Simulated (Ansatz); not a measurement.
# NiSi2 (Fm-3m): the Drude term of Re ε in the infrared

Re ε of NiSi2 (Fm-3m) at low photon energies is read from one computed spectrum; the carriers' damping was typed as γ = 0.1 eV.

Symmetry: Fm-3m, No. 225, cubic system. The conventional cell has a = 5.406 Å, b = 5.406 Å, c = 5.406 Å, α = 90.00°, β = 90.00°, γ = 90.00°. Ni on site a has 8 Si at 2.34 Å as nearest neighbours. Si on site c has 4 Ni at 2.34 Å as nearest neighbours.

Method: Ansatz 0.2.0, PBE, independent particles, k-mesh 12×12×12 with interpolation inside its cells, Gaussian parameter 0.15 eV.

Launch of the response step: `ansatz run input.yaml --threads 4 --pin off --max-ram 8192MiB --backend cpu --events-out ev --progress --plain --runs-dir out`. The run took 14 s, on 4 threads of Intel(R) Xeon(R) Platinum 8375C CPU @ 2.90GHz (Ice Lake) (shared host).

| photon energy E (eV) | wavelength (µm) | Re ε |
| --- | --- | --- |
| 0.25 | 4.96 | -371.8 |
| 0.30 | 4.13 | ? |
| 0.35 | 3.54 | -190.2 |
| 0.40 | 3.10 | -145.0 |
| 0.50 | 2.48 | -94.1 |
| 0.60 | 2.07 | -66.8 |
| 0.70 | 1.77 | -47.7 |

A Drude term over a constant background gives Re ε = ε_b − ωp²/(E² + γ²), linear in 1/(E² + γ²).

Working, on the rows shown:

| x = 1/(E² + γ²) (eV⁻²) | y = Re ε |
| --- | --- |
| 13.7931 | -371.8 |
| 7.54717 | -190.2 |
| 5.88235 | -145 |
| 3.84615 | -94.1 |
| 2.7027 | -66.8 |
| 2 | -47.7 |

Means: x̄ = 5.9619, ȳ = -152.6. Σ(x − x̄)(y − ȳ) = -2596, Σ(x − x̄)² = 94.64. Slope = -2596 / 94.64 = -27.43; intercept = ȳ − slope · x̄ = 10.921. The line misses the rows shown by at most 5.9.

Q: Predict the last column of the withheld row from the fit.

A: At x = 10 the line gives y = -263.36. The run gave -260.1, so the interpolation is off by 3.3, 1.0 % of the range in the table.

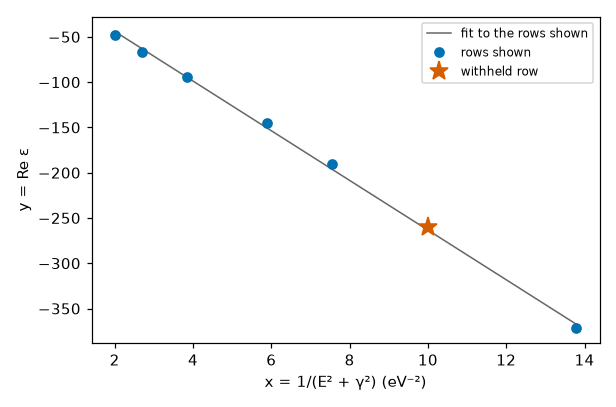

Refitted with all rows, the slope is -27.32 and the intercept 10.708. These give ωp = √(−slope) = 5.23 eV, against 5.56 eV from the program's Fermi-surface sum, and an intercept of 10.7. Taking the program's Drude term off the rows leaves 55 at the lowest energy and 14 at the highest, so the background isn't constant: interband transitions lie in or near the window, and neither fitted number can be trusted. The values come from a sum over the points of one k-mesh and carry its error, which is largest for Fermi-surface quantities.
